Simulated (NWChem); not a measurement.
# [C3H3]+ (SMILES c1c[cH+]1): BOP-D3(0)/DGauss-TZVP (density fitting with weigend coulomb fitting)

What is the solvation energy at fixed shape (SMD, ethanol) of [C3H3]+ at BOP-D3(0)/DGauss-TZVP (density fitting with weigend coulomb fitting)? 

The results are computed with NWChem 7.3.0.

2 further runs of the same task are left out: 2 set aside as unsound or not needed.

### 1 Starting point

[C3H3]+ has 6 atoms, charge +1, and is taken as a singlet. SMILES: `c1c[cH+]1`. Geometry: relaxed at GFN2-xTB.

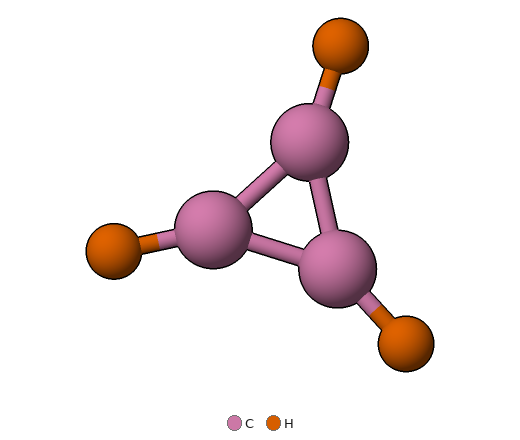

Viewed from a chosen angle; carbon pink, hydrogen orange.

### 2 A single-point energy at BOP-D3(0)/DGauss-TZVP (density fitting with weigend coulomb fitting)

Input file c3h3.xyz:

```xyz
6
C3H3 BOP
C     -0.725910    -0.089840    -0.313190
C      0.609880     0.210450    -0.465460
C      0.115570    -0.120790     0.777310
H     -1.705470    -0.208980    -0.735780
H      1.435560     0.494820    -1.089740
H      0.270370    -0.285670     1.826850
```

Input file c3h3.nw:

```
start c3h3
title "C3H3 BOP"
memory 2200 mb
charge 1

geometry units angstrom noautoz
  load format xyz c3h3.xyz
end

basis spherical bse
  C library DGauss-TZVP
  H library DGauss-TZVP
end

basis "cd basis" spherical
  C library "weigend coulomb fitting"
  H library "weigend coulomb fitting"
end

dft
  xc bop
  disp vdw 3
  grid medium
  convergence energy 1e-07
  print medium
end

task dft
```

Launch:

```sh
$ nwchem c3h3.nw > c3h3.out
```

Standard output:

```text
[...]
 Group name             C3h
[...]
          Wavefunction type:  closed shell.
          No. of atoms     :     6
          No. of electrons :    20
[...]
          Charge           :     1
          Spin multiplicity:     1
[...]
          AO basis - number of functions:    72
[...]
              XC Information
              --------------
                          BOP Method XC Functional
                    Becke 1988 Exchange Functional  1.000
                  OP_Becke88 Correlation Potential  1.000
[...]
 d= 0,ls=0.0,diis     1   -115.6569459279 -1.75D+02  9.89D-03  6.71D-01     0.3
[...]
 d= 0,ls=0.0,diis     6   -115.7208632841 -6.01D-08  1.16D-06  1.27D-08     0.7
         Total DFT energy =     -115.720863284110
      One electron energy =     -264.952458141667
           Coulomb energy =      107.337646983129
    Exchange-Corr. energy =      -16.989766874663
 Nuclear repulsion energy =       58.886602886377
    Dispersion correction =       -0.002888137287
[...]
```

It took 1.2 s on 1 thread of INTEL XEON PLATINUM 8581C at 2.30GHz (Emerald Rapids), shared host; peak memory 0.12 GiB.

### 3 The energy at BOP-D3(0)/DGauss-TZVP (density fitting with weigend coulomb fitting, SMD ethanol)

Input file geom.nw:

```
start geom
memory total 2200 mb
charge 1
geometry units angstroms
  zmatrix
    C
    C 1 1.377569
    C 1 1.377765 2 60.01
    H 1 1.073459 2 149.94336 3 179.79984
    H 2 1.073471 1 150.212 4 -0.15937
    H 3 1.073631 1 149.91129 4 0.37361
  end
end
basis "ao basis" spherical bse
  * library DGauss-TZVP
end
basis "cd basis" spherical
  * library "weigend coulomb fitting"
end
cosmo
  do_cosmo_smd true
  solvent ethanol
end
dft
  xc bop
  disp vdw 3
  grid medium
  convergence energy 1e-07
end
task dft energy
```

Launch:

```sh
$ nwchem geom.nw > geom.out
```

Standard output:

```text
[...]
 Group name             C3h
[...]
          Wavefunction type:  closed shell.
          No. of atoms     :     6
          No. of electrons :    20
[...]
          Charge           :     1
          Spin multiplicity:     1
[...]
          AO basis - number of functions:    72
[...]
              XC Information
              --------------
                          BOP Method XC Functional
                    Becke 1988 Exchange Functional  1.000
                  OP_Becke88 Correlation Potential  1.000
[...]
 d= 0,ls=0.0,diis     1   -115.6569459218 -1.75D+02  9.89D-03  6.71D-01     0.3
[...]
 d= 0,ls=0.0,diis     6   -115.8292471817  1.48D-08  2.33D-08  6.39D-12     1.8
         Total DFT energy =     -115.829247181671
      One electron energy =     -260.707159438680
           Coulomb energy =      107.304497000097
    Exchange-Corr. energy =      -16.985089756749
 Nuclear repulsion energy =       58.886594606713
    Dispersion correction =       -0.002888139238
[...]
```

It took 2.3 s on 1 thread of INTEL XEON PLATINUM 8581C at 2.30GHz (Emerald Rapids), shared host; peak memory 0.12 GiB.

### 4 What came out

At BOP-D3(0)/DGauss-TZVP (density fitting with weigend coulomb fitting):

| quantity | value |
| --- | --- |
| gas phase: total energy | -115.72086 Eh |
| gas phase: HOMO energy | -16.05 eV |
| gas phase: LUMO energy | -8.96 eV |
| gas phase: HOMO–LUMO gap | 7.10 eV |
| gas phase: dispersion energy | -7.58 kJ/mol |
| SMD, ethanol: total energy | -115.82925 Eh |
| SMD, ethanol: HOMO energy | -10.37 eV |
| SMD, ethanol: LUMO energy | -3.29 eV |
| SMD, ethanol: HOMO–LUMO gap | 7.08 eV |
| SMD, ethanol: dispersion energy | -7.58 kJ/mol |
| SMD, ethanol: solvent term in the energy | -284.6 kJ/mol |
| energy change from gas to solvent at fixed shape | -2.949 eV |

What this shows: The solvent model (SMD, ethanol) lowers the energy by 2.95 eV (−68 kcal/mol) at the same shape.
